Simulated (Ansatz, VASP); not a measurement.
## SiBi: VASP beside Ansatz

Aim: how closely do two programs agree when they are given the same cell, functional and k mesh? The cell is invented: As first built, before any earlier steps moved the atoms (in the runner's words): it takes the SnP structure with all of its atoms replaced by other elements, volume scaled by an estimate. It may not be a known or stable phase. The cell is taken from a series of VASP runs on this material, whose earlier steps may have relaxed, scaled or displaced it; both programs get it as it stands. Valence electrons are named where the data sets of a main pair hold unlike numbers.

Main program and level: Ansatz 0.2.0; plane waves, with VASP 6.6.1 beside it; band structure at r2SCAN, band structure at PBE, spin-orbit coupling and band structure at r2SCAN, spin-orbit coupling.

### 1. Starting point

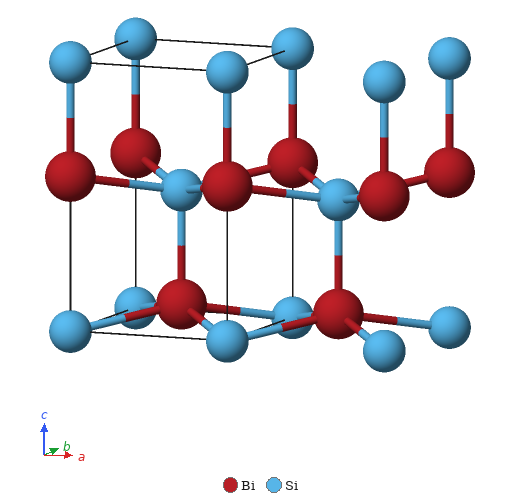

The cell as given, slightly off an axis (bismuth red, silicon blue). 2×1×1 cells are drawn. This picture shows the conventional cell, with its axes. Some periodic images of atoms are drawn too.

As a file:

```
Bi Si
1.0
    -2.02689    2.02689    3.24629
     2.02689   -2.02689    3.24629
     2.02689    2.02689   -3.24629
Bi Si
1 1
Direct
  0.57413 0.57413 0.00000
  0.99787 0.99787 0.00000
```

### 2. VASP: band structure, r2SCAN

A single point gives forces, pressure and levels at one fixed geometry, so differences don't come from the geometry; what else differs is listed under the comparison.

Lines of VASP's logs that name or quote its potential files are left out, and so is its time.

INCAR

```
SYSTEM = SiBi
PREC = Accurate
ENCUT = 400
EDIFF = 1E-06
NELM = 100
ISMEAR = 0
SIGMA = 0.02
LREAL = .FALSE.
ALGO = Normal
METAGGA = R2SCAN
LASPH = .TRUE.
LORBIT = 11
LWAVE = .FALSE.
LCHARG = .FALSE.
KPAR = 4
```

POSCAR

```
SiBi
1.0
   -2.0268872060      2.0268872060      3.2462904277
    2.0268872060     -2.0268872060      3.2462904277
    2.0268872060      2.0268872060     -3.2462904277
Bi Si
1 1
Direct
    0.5741320490      0.5741320490      0.0000000000
    0.9978689510      0.9978689510      0.0000000000
```

KPOINTS

```
Automatic mesh
0
Gamma
5 5 5
0 0 0
```

KPOINTS_OPT

```
Line mode
16
Line-mode
Reciprocal
  0.00000000   0.00000000   0.00000000 GAMMA
  0.00000000   0.00000000   0.50000000 X

  0.00000000   0.00000000   0.50000000 X
 -0.19491911   0.19491911   0.50000000 Y

 -0.19491911   0.19491911   0.50000000 Y
 -0.34745956   0.34745956   0.34745956 S

 -0.34745956   0.34745956   0.34745956 S
  0.00000000   0.00000000   0.00000000 GAMMA

  0.00000000   0.00000000   0.00000000 GAMMA
  0.50000000   0.50000000  -0.50000000 Z

  0.50000000   0.50000000  -0.50000000 Z
  0.34745956   0.65254044  -0.34745956 S1

  0.34745956   0.65254044  -0.34745956 S1
  0.00000000   0.50000000   0.00000000 N

  0.00000000   0.50000000   0.00000000 N
  0.25000000   0.25000000   0.25000000 P

  0.25000000   0.25000000   0.25000000 P
  0.50000000   0.50000000  -0.19491911 Y1

  0.50000000   0.50000000  -0.19491911 Y1
  0.50000000   0.50000000  -0.50000000 Z

  0.00000000   0.00000000   0.50000000 X
  0.25000000   0.25000000   0.25000000 P
```

Potentials, in the order of the species: Bi_d and Si (PBE family, release 64).

On the command line:

```
mpirun -np 4 vasp_std
```

Numbers of over 12 decimals in the logs are rounded to 6 here.

Output:

```text
[banner, memory and clock lines left out]
running    4 mpi-ranks, on    1 nodes
 distrk:  each k-point on    1 cores,    4 groups
 distr:  one band on    1 cores,    1 groups

 POSCAR found type information on POSCAR BiSi
 POSCAR found :  2 types and       2 ions
|                                                                             |
|               ----> ADVICE to this user running VASP <----                  |
|                                                                             |
|     You enforced a specific xc type in the INCAR file but a different       |
|     [... a line on the potential file left out ...]
|     I HOPE YOU KNOW WHAT YOU ARE DOING!                                     |
|                                                                             |

 LDA part: xc-table for (None), standard interpolation
 POSCAR, INCAR and KPOINTS ok, starting setup
 FFT: planning ... GRIDC
 FFT: planning ... GRID_SOFT
 FFT: planning ... GRID
 WAVECAR not read
 entering main loop
       N       E                     dE             d eps       ncg     rms          rms(c)
DAV:   1     0.652302499140E+02    0.65230E+02   -0.86739E+03   468   0.129E+03
DAV:   2    -0.616056816892E+02   -0.12684E+03   -0.12473E+03   468   0.346E+02
DAV:   3    -0.701344974574E+02   -0.85288E+01   -0.83842E+01   608   0.971E+01
DAV:   4    -0.703532755900E+02   -0.21878E+00   -0.21871E+00   609   0.173E+01
DAV:   5    -0.703577719422E+02   -0.44964E-02   -0.44962E-02   658   0.181E+00    0.275E+00
DAV:   6    -0.663124098492E+02    0.40454E+01   -0.11085E+00   563   0.195E+01    0.182E+00
DAV:   7    -0.663163271953E+02   -0.39173E-02   -0.20451E-02   538   0.146E+00    0.108E+00
DAV:   8    -0.663220221261E+02   -0.56949E-02   -0.15570E-02   548   0.134E+00    0.209E-01
DAV:   9    -0.663219863309E+02    0.35795E-04   -0.11383E-03   593   0.428E-01    0.579E-02
DAV:  10    -0.663219536742E+02    0.32657E-04   -0.18158E-04   538   0.163E-01    0.175E-02
DAV:  11    -0.663219550819E+02   -0.14077E-05   -0.96233E-06   593   0.329E-02    0.541E-03
DAV:  12    -0.663219548341E+02    0.24785E-06   -0.58586E-07   324   0.840E-03
   1 F= -.66321955E+02 E0= -.66321634E+02  d E =-.640852E-03
 Start KPOINTS_OPT (optional k-point list driver)
k-point batch [1-18\176]
       N       E                     dE             ncg
DAV:   1    -0.484560210165E+03   -0.69149E+04      473
DAV:   2    -0.272804121759E+04   -0.22435E+04      468
DAV:   3    -0.286963498528E+04   -0.14159E+03      618
DAV:   4    -0.287318159927E+04   -0.35466E+01      626
DAV:   5    -0.287326411690E+04   -0.82518E-01      642
DAV:   6    -0.287326819011E+04   -0.40732E-02      673
DAV:   7    -0.287326822280E+04   -0.32696E-04      644
DAV:   8    -0.287326822327E+04   -0.47241E-06      432
[...]
k-point batch [163-176\176]
       N       E                     dE             ncg
DAV:   1     0.154250078184E+04   -0.89582E+04      364
DAV:   2    -0.134392562257E+03   -0.16769E+04      409
DAV:   3    -0.232940018928E+03   -0.98547E+02      414
DAV:   4    -0.235645497281E+03   -0.27055E+01      556
DAV:   5    -0.235661574666E+03   -0.16077E-01      419
DAV:   6    -0.235662195535E+03   -0.62087E-03      561
DAV:   7    -0.235662201556E+03   -0.60206E-05      409
DAV:   8    -0.235662201712E+03   -0.15558E-06      287
```

From OUTCAR (step 2):

```text
ion  position               nearest neighbor table
   1  0.574  0.574  0.000-   2 2.75   2 2.91   2 2.91   2 2.91   2 2.91
   2  0.998  0.998  0.000-   1 2.75   1 2.91   1 2.91   1 2.91   1 2.91

  LATTYP: Found a body centered tetragonal cell.
 ALAT       =     4.0537744120
 C/A-ratio  =     1.6016137544

 Subroutine GETGRP returns: Found  8 space group operations
 (whereof  8 operations were pure point group operations)

The static configuration has the point symmetry C_4v.

 Found     18 irreducible k-points:

   k-points           NKPTS =     18   k-points in BZ     NKDIM =     18   number of bands    NBANDS=     13

   dimension x,y,z NGX =    28 NGY =   28 NGZ =   28
   dimension x,y,z NGXF=    56 NGYF=   56 NGZF=   56

   ENCUT  =  400.0 eV  29.40 Ry    5.42 a.u.   7.06  7.06  7.06*2*pi/ulx,y,z

   NELECT =      19.0000    total number of electrons

 k-points in reciprocal lattice and weights: Automatic mesh
   0.00000000  0.00000000  0.00000000       0.008
   0.20000000 -0.00000000  0.00000000       0.064
   0.40000000  0.00000000  0.00000000       0.064
   0.20000000  0.20000000  0.00000000       0.064
   0.40000000  0.20000000 -0.00000000       0.128
  -0.40000000  0.20000000  0.00000000       0.128
  -0.20000000  0.20000000  0.00000000       0.032
   0.40000000  0.40000000 -0.00000000       0.064
  -0.40000000  0.40000000  0.00000000       0.032
[...]
-0.40000000  0.40000000  0.40000000       0.032
  -0.40000000 -0.40000000  0.40000000       0.016

 average (electrostatic) potential at core
       1-110.8557       2 -86.1717

 E-fermi :   6.4071

 k-point     1 :       0.0000    0.0000    0.0000
  band No.  band energies     occupation
    ...
      6      -6.9487      2.00000
      7       3.4449      2.00000
      8       5.5330      2.00000
      9       5.5330      2.00000
     10       6.1500      2.00000
     11       9.4089      0.00000
     12      10.7803      0.00000
     13      10.7803      0.00000

 k-point     2 :       0.2000   -0.0000    0.0000
  band No.  band energies     occupation
    ...
      5     -16.8161      2.00000
      6      -6.4997      2.00000
      7       1.2109      2.00000
      8       5.5321      2.00000
      9       5.7376      2.00000
     10       6.7972      0.00000
     11       8.7301      0.00000
     12       9.9464      0.00000
     13      10.6958      0.00000

 k-point     3 :       0.4000    0.0000    0.0000
  band No.  band energies     occupation
    ...
      5     -16.8081      2.00000
      6      -5.3788      2.00000
      7      -1.4365      2.00000
      8       4.9337      2.00000
      9       6.4002      1.37500
     10       7.0760      0.00000
     11       8.1658      0.00000
     12       8.4439      0.00000
     13       9.4515      0.00000

  Total       -0.3876320     -0.3876320     -0.6331889      0.0000000      0.0000000      0.0000000
  in kB      -11.6418947    -11.6418947    -19.0167963      0.0000000      0.0000000      0.0000000
  external PRESSURE =     -14.1001953 kB  Pullay stress =       0.0000000 kB

  energy-cutoff  :      400.00
  volume of cell :       53.35
      direct lattice vectors                 reciprocal lattice vectors
    -2.026887206  2.026887206  3.246290428     0.000000000  0.246683683  0.154021956
     2.026887206 -2.026887206  3.246290428     0.246683683  0.000000000  0.154021956
     2.026887206  2.026887206 -3.246290428     0.246683683  0.246683683  0.000000000

 POSITION                                       TOTAL-FORCE (eV/Angst)
 -----------------------------------------------------------------------------------
      0.00000      0.00000      3.72760         0.000000      0.000000      0.084446
      0.00000      0.00000      6.47874        -0.000000     -0.000000     -0.084446
 -----------------------------------------------------------------------------------
    total drift:                               -0.000011     -0.000011      0.002323

  FREE ENERGIE OF THE ION-ELECTRON SYSTEM (eV)
  ---------------------------------------------------
  free  energy   TOTEN  =       -66.3219548341 eV

  energy  without entropy=      -66.3213139817  energy(sigma->0) =      -66.32163441

 total charge
# of ion       s       p       d       tot
------------------------------------------
    1        1.456   1.421   9.924  12.801
    2        0.840   0.740   0.000   1.580
--------------------------------------------------
tot          2.296   2.161   9.924  14.381

[... 3 further parts left out ...]
```

This run has no spin polarisation. Its electron count is odd, so without a moment it is a metal by construction. Spin-orbit coupling is off here; with elements this heavy it splits and shifts levels by tenths of an eV or more. The PAW data sets were made with PBE, which is usual practice but a small mismatch for other functionals.

### 3. Ansatz: band structure, r2SCAN

Ansatz runs on its default PAW (the set named soft_2) files.

The same cell, functional, mesh and smearing now go to Ansatz, which takes its cutoff from its data sets.

input.yaml

```yaml
crystal:
  lattice:
    - [-2.026887206, 2.026887206, 3.2462904277]
    - [2.026887206, -2.026887206, 3.2462904277]
    - [2.026887206, 2.026887206, -3.2462904277]
  atoms:
    - { symbol: Bi, position: [0.574132049, 0.574132049, 0.0] }
    - { symbol: Si, position: [0.997868951, 0.997868951, 0.0] }
hamiltonian:
  xc: r2scan
  pseudopotentials: { kind: paw }
kpoints:
  mp_grid: { grid: [5, 5, 5] }
  band_path:
    path:
      - [0.0, 0.0, 0.0]
      - [0.0, 0.0, 0.2]
      - [0.0, 0.0, 0.4]
      - [-0.02599, 0.02599, 0.5]
      - [-0.10396, 0.10396, 0.5]
      - [-0.18192, 0.18192, 0.5]
      - [-0.2356, 0.2356, 0.45932]
      - [-0.29661, 0.29661, 0.39831]
      - [-0.34746, 0.34746, 0.34746]
      - [-0.20848, 0.20848, 0.20848]
      - [-0.06949, 0.06949, 0.06949]
      - [0.06667, 0.06667, -0.06667]
      - [0.26667, 0.26667, -0.26667]
      - [0.46667, 0.46667, -0.46667]
      - [0.45932, 0.54068, -0.45932]
      - [0.39831, 0.60169, -0.39831]
      - [0.34746, 0.65254, -0.34746]
      - [0.20848, 0.59152, -0.20848]
      - [0.06949, 0.53051, -0.06949]
      - [0.03333, 0.46667, 0.03333]
      - [0.13333, 0.36667, 0.13333]
      - [0.23333, 0.26667, 0.23333]
      - [0.31667, 0.31667, 0.13135]
      - [0.41667, 0.41667, -0.04661]
      - [0.5, 0.5, -0.19492]
      - [0.5, 0.5, -0.31695]
      - [0.5, 0.5, -0.43898]
      - [0.03333, 0.03333, 0.46667]
      - [0.13333, 0.13333, 0.36667]
      - [0.25, 0.25, 0.25]
    npoints: 1
scf:
  occupations: { method: gaussian, width: 0.02 }
  n_extra_bands: 7
output:
  forces: true
  stress: true
  eigenvalues: true
```

On the command line:

```
ansatz run input.yaml --threads 2 --pin off --max-ram 4608MiB --backend cpu --events-out ev --progress --plain --runs-dir out
```

Output:

```text
scf.n_extra_bands = 7 over 10 filled bands (N_el = 19.0): the run solves 17 bands
Engine: ansatz 0.2.0, aarch64-unknown-linux-gnu
Pseudopotentials: kind: paw
Pseudopotential: Bi, paw, valence charge 15, recommended cutoff 500 eV (meta_gga), Bi.paw.azcp
Pseudopotential: Si, paw, valence charge 4, recommended cutoff 500 eV (meta_gga), Si.paw.azcp
Functional definition: r2SCAN
  parameter k0 = 0.174
  parameter k1 = 0.065
  parameter a1 = 4.9479
  exchange = r2scan_x(k0 = k0, k1 = k1, a1 = a1)
  correlation = r2scan_c
Crystal: 2 atoms, lattice volume = 53.347 Å³
Basis set: ecut = 500 eV, 1339 PW (Γ), exchange–correlation on 128×128×128 points (64 copies of the dense FFT grid, shifted against one another)
Bands: 17, of which v1, the nominal top of the filled ones, is band 10 counted from 1 (9 counted from 0)
Symmetry: 8 space group operations
Space group: I4mm (ITA 107), of the structure as read, at distance tolerance 3.8e-5 Å
k-points: 18 of 125 (time reversal used)
Non-local potential: Bi, projectors of the file, l = 0: 2, l = 1: 2, l = 2: 2, l = 3: 2
Non-local potential: Si, projectors of the file, l = 0: 2, l = 1: 2, l = 2: 2
PAW form: soft (Blöchl's): semilocal exchange-correlation on the pseudo side does not see the compensation charge
PAW frozen core: Bi, regenerated for the run's functional (the file was generated under x = pbe(κ = 0.804, μ = 0.219515), c = pbe(β = 0.066725))
PAW frozen core: Si, regenerated for the run's functional (the file was generated under x = pbe(κ = 0.804, μ = 0.219515), c = pbe(β = 0.066725))
PAW one-centre angular grid: Bi, 590 points (default); XC on 160 Gauss nodes
PAW one-centre angular grid: Si, 302 points (default); XC on 160 Gauss nodes
Initial density: superposition of atomic densities (neutral atoms: chi_scale 0, normalization atom), corrected by the library's trained network
Initial wavefunctions: pseudopotential atomic-orbital guess
Functional: x = r2scan, c = r2scan; τ floored in thin density (d = 2e-4 eV/Å³)
SCF iter   1: F=—  HF=-13049.165278 eV  |F-HF|=—  |Δ(HF+E_count)|=         —  Δρ=4.35e-3  dr2=1.20e-2  dr2_τ=2.11e-3  ethr=1.77e-3  ⟨swp⟩=6.1  Hψ=1880  notcnv=0
preconditioner: auto → none  [insulator: Δε(μ)=0.185 eV  Ē_g=12.114 eV  σ=0.020 eV  W_gap=0.69  n_scr=14 (ndim 8)  ℏωp=15.3 eV  f_vac=0.000  D(μ)=3.20/eV (n_scr^D=34)  ε∞_Penn≈2.6]
SCF iter   2: F=—  HF=-13049.177350 eV  |F-HF|=—  |Δ(HF+E_count)|=   1.21e-2  Δρ=1.97e-3  dr2=1.45e-3  dr2_τ=6.95e-5  ethr=6.31e-5  ⟨swp⟩=2.8  Hψ=643  notcnv=0  defer=55
SCF iter   3: F=—  HF=-13049.177973 eV  |F-HF|=—  |Δ(HF+E_count)|=   6.23e-4  Δρ=1.02e-3  dr2=3.13e-4  dr2_τ=1.23e-5  ethr=7.61e-6  ⟨swp⟩=2.6  Hψ=437  notcnv=0  defer=55
SCF iter   4: F=—  HF=-13049.178259 eV  |F-HF|=—  |Δ(HF+E_count)|=   2.86e-4  Δρ=5.06e-5  dr2=1.24e-6  dr2_τ=6.62e-8  ethr=1.65e-6  ⟨swp⟩=2.0  Hψ=332  notcnv=0  defer=55
SCF iter   5: F=—  HF=-13049.178281 eV  |F-HF|=—  |Δ(HF+E_count)|=   2.20e-5  Δρ=1.78e-5  dr2=8.65e-8  dr2_τ=5.67e-9  ethr=6.55e-9  ⟨swp⟩=2.1  Hψ=409  notcnv=0  defer=55
SCF iter   6: F=-13049.178281 eV  HF=-13049.178281 eV  |F-HF|=3.46e-10  |Δ(HF+E_count)|=   1.14e-7  Δρ=3.70e-6  dr2=8.39e-9  dr2_τ=2.11e-10  ethr=4.55e-10  ⟨swp⟩=8.7  Hψ=1670  notcnv=0
SCF 1 converged in 6 iterations: F = -13049.178281 eV  dr2 = 8.39e-9
  greatest PAW one-centre occupation: 0.986 electrons in one spin orbital (limit 2), on the Bi atom at site 0 (counted from 0), in its partial waves of l = 2
NSCF: frozen V_eff on 30 k-points
SCF converged after 6 iterations
Free energy (F): -13049.178281 eV
Harris-Foulkes:  -13049.178281 eV  (|F-HF|=3.46e-10)
Internal energy: -13049.177640 eV  (E = F + TS)
E sigma→0 (E₀):  -13049.177961 eV
Entropy (-TS):   -0.000641 eV (-0.320 meV/atom)
Fermi energy:    8.792664 eV
--- Per-component energies (eV) ---
  E_band       = -114.644379
  E_kinetic    = 339.217033
  E_local      = -1640.732282  (includes V_loc(G=0)·N_el)
  E_nonlocal   = 586.397101
  E_hartree    = 545.361352
  E_xc         = -190.458222
  E_vxc        = -203.564928  (∫ρ·V_xc dr)
  E_paw        = -11208.809916  (= ΣΔE_a)
  E_vpaw       = -299.286019  (= ΣTr[D̂ρ^β])
  E_aug_tail   = -0.000258  (compensation charges beyond the density's cutoff)
  E_vtau       = 12.602732  (kinetic-family band-sum trace: ∫τ·v_τ [+ j·A + Jᵃ·Aᵃ] dr)
  E_ewald      = -1480.951561
  E_core_change = 0.799114  (= ΣΔE_core)
  E_smearing   = -0.000641  (= −TS)
  E_closure    = -0.000000  (closes the sum)
  Σ components = -13049.178281   (vs F -13049.178281, Δ=0.00e0)
--- Forces (eV/Å), atoms counted from 1 ---
  atom   1  Bi    -0.00000000    -0.00000000     0.07842580
  atom   2  Si     0.00000000    -0.00000000    -0.07834608
  max |Σ_I F_I| component: 7.97e-5 eV/Å
--- Stress (GPa, compression-positive) ---
       -1.118502       0.000000      -0.000000
        0.000000      -1.118502       0.000000
       -0.000000       0.000000      -1.820489
  P = ⅓ Tr σ = -1.3525 GPa (-13.525 kbar)
--- Band table (eV; the first three rows and the last of 18) ---
  k-point 0: bands = [... 6 lower, 5.8500, 7.9189, 7.9189, 8.5385, 11.7920, 13.1629, 13.1629, 14.2820, ... 3 higher]
  k-point 1: bands = [... 6 lower, 3.5930, 6.7250, 7.2342, 9.9678, 11.6204, 12.2070, 12.7256, 15.6603, ... 3 higher]
  k-point 2: bands = [... 6 lower, 2.4044, 4.4588, 5.4424, 6.8043, 11.1571, 14.1250, 17.1656, 17.5271, ... 3 higher]
  k-point 17: bands = [... 6 lower, 1.3730, 4.2790, 6.6366, 7.8186, 13.5649, 14.3700, 15.2178, 16.4480, ... 3 higher]
```

Elapsed: 4.1 s, on 2 threads of Arm Neoverse V2, shared host; peak memory 0.44 GiB.

### 4. Comparison

Known differences besides the potentials themselves: VASP keeps PBE cores, Ansatz makes them for the functional; the cutoff is 500 eV in Ansatz and 400 eV in VASP. Total energies have different zeros and are not compared.

The two programs side by side:

```csv
quantity,Ansatz,VASP,difference
pressure (GPa),-1.35,-1.41,+0.06
```

Forces (eV/Å; atoms numbered as in POSCAR):

```csv
atom,"Ansatz x, y, z","VASP x, y, z"
Bi1,"0.000, 0.000, 0.078","0.000, 0.000, 0.084"
Si2,"0.000, 0.000, -0.078","0.000, 0.000, -0.084"
```

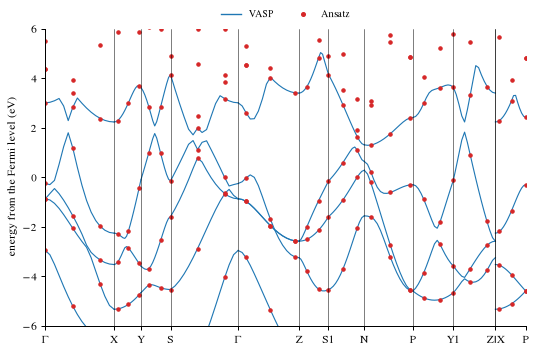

Bands from VASP (lines) and levels from Ansatz (dots). Dots without a line are higher empty bands that the VASP plot leaves out.

The forces differ by 3.5 meV/Å r.m.s., which is 7.2 % of the r.m.s. force of 0.049 eV/Å (both taken over all components). Levels from 3 eV below to 2 eV above the Fermi level differ by 3 meV r.m.s. and 20 meV at most; each VASP level is matched to the nearest of Ansatz, which flatters the figure a little. Ansatz's pressure holds a Pulay correction of 0.02 GPa; VASP's holds none.

(Continued in part 2 of 2.)

[Lines on the potential files, build, host, timing and source positions are cut from VASP's logs without a mark.]

[Logs are printed without paths, hosts, clocks, repeated set-up lines and the standing remarks that a program may print on its own settings, such as how far it seeks lower states.]

[Hosts, paths, dates, database ids (printed as entryN), source tags and the programs' standing remarks are cut or masked in the printed files.]
